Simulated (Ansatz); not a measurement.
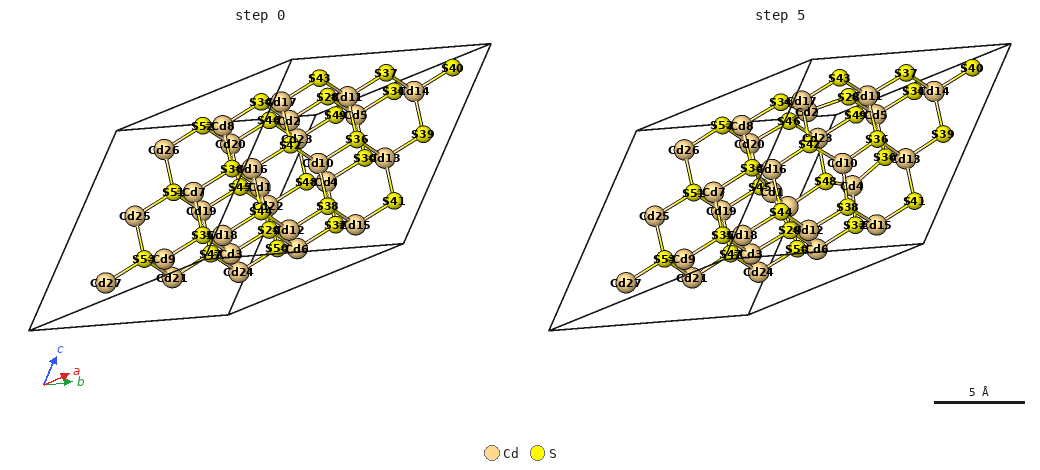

The structure of a defect cell of composition Cd27S26 (cell charge +2) before (left) and after (right) a relaxation, at one scale.

Style: ball-and-stick. Shown: the cell of the calculation (origin shifted), from a free direction.

The calculation used DFT, PBE, plane-wave PAW, default files, scalar-relativistic in Ansatz. (plane-wave cutoff 420 eV; k-point mesh 2 × 2 × 2; occupations fermi dirac; smearing width 0.01 eV; no spin polarisation; atoms relaxed in a fixed cell; force threshold 0.03 eV/Å; at most 40 steps)

**What changed between the two?**

Over 5 geometry steps the energy falls by 1.146 eV per cell of the calculation. Largest force component: 0.48 eV/Å at the start, 0.0027 eV/Å at the end. The largest moves, 0.53 Å, are those of Cd1, Cd2, Cd4 and Cd10. Cd1 goes along [−1 −1 −1]. By element the largest moves are Cd 0.53 Å, S 0.05 Å. The cell stays as it was. Among the contacts that change: Cd10–S36 2.526 → 2.445 Å, Cd11–S43 2.526 → 2.492 Å, Cd19–S36 2.526 → 2.543 Å, Cd11–S37 2.526 → 2.509 Å. Bond angles that change, for instance: Cd2–S28–Cd3 109.5° → 95.9°, S28–Cd2–S34 109.5° → 118.7°, Cd2–S28–Cd5 109.5° → 114.6°.

Limits of the set-up: the cell is charged, on a uniform background, and energies carry no finite-size correction.
